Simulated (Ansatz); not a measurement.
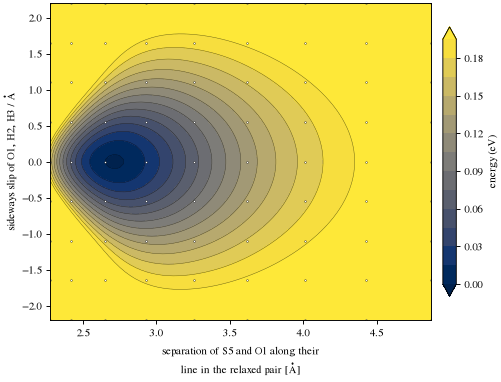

The pair H₂O···O₂S. 
- Coordinates scanned: (1) separation of S5 and O1 along their line in the relaxed pair; (2) sideways slip of O1, H2, H3.
- Nothing is relaxed (both partners rigid).
- Grid: 9 × 9 points.
- Points are written as (first, second).
- Energies: eV, counted from the lowest grid point.
- Computed with Ansatz 0.2.0, RKS B3LYP-D4/def2-SVPD.

In the figure: filled contours, dots at the grid points, one colour for all values above the top of the scale. Between grid points the surface is interpolated.

Q: Estimate the position of the minimum and the force constants in these coordinates.

A: The interpolated minimum is at the first coordinate ≈ 2.709 Å, sideways slip of O1, H2, H3 ≈ 0.00 Å. The curvatures there are about 0.97 eV/Å² and 0.43 eV/Å², with a cross term of about 0 eV/Å². Round the minimum the two coordinates are nearly uncoupled.
